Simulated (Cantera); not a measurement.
Input: 1 mol AlI3, 1.8 mol N2O, 11 mol H2, equilibrated at 0.133 bar.

These are equilibrium values from Cantera (NASA tables, ideal gas, pure condensed phases), not measurements of a reactor. Candidate condensed phases: Al, AlI3, AlN, Al2O3, H2O, I2; 41 gas species. Rates play no part.

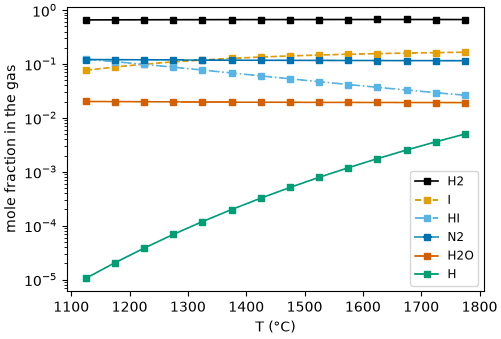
*Equilibrium gas composition (values under 1e-9 drawn at 1e-9)*

Q: Read off the mole fractions at 1325 °C.

A: H2 about 0.67, I about 0.12, N2 about 0.12, HI about 0.077, H2O about 0.020, H about 0.00012.
